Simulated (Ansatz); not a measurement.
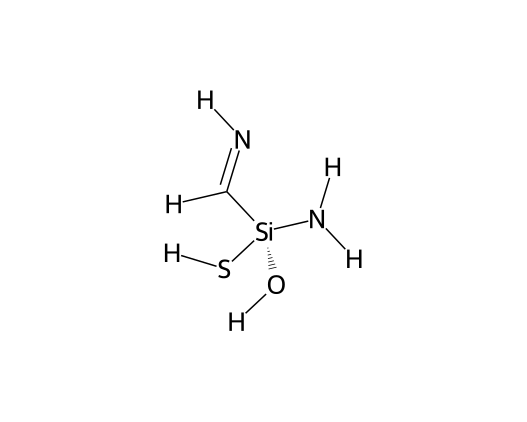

The drawing above gives the connectivity. The computed structure is the end point of a PBE-D4/def2-SVP optimisation. No frequency run is at hand to confirm it as a minimum.

What does the molecule look like in three dimensions?

Formula CH6N2OSSi. As SMILES it reads `[H]/N=C/[Si@](N)(O)S`. It has no ring. Among its groups: imine, Si–O bond, Si–N bond. This geometry has C1 symmetry. Coordination, clear cases only: 1 N bent; 1 C trigonal planar; 1 Si tetrahedral; 1 O bent; 1 S bent.

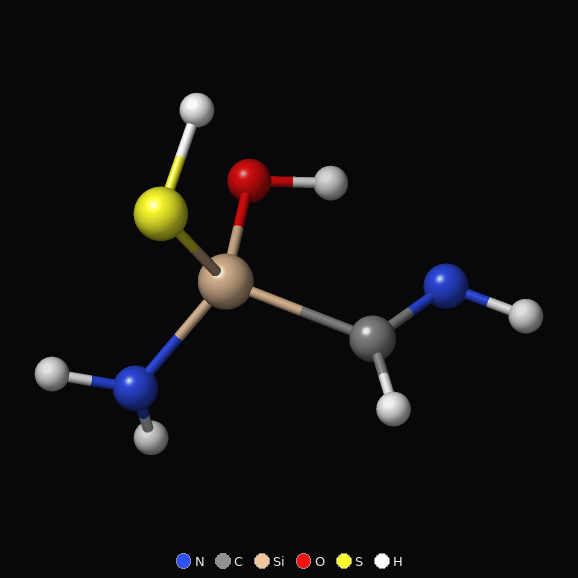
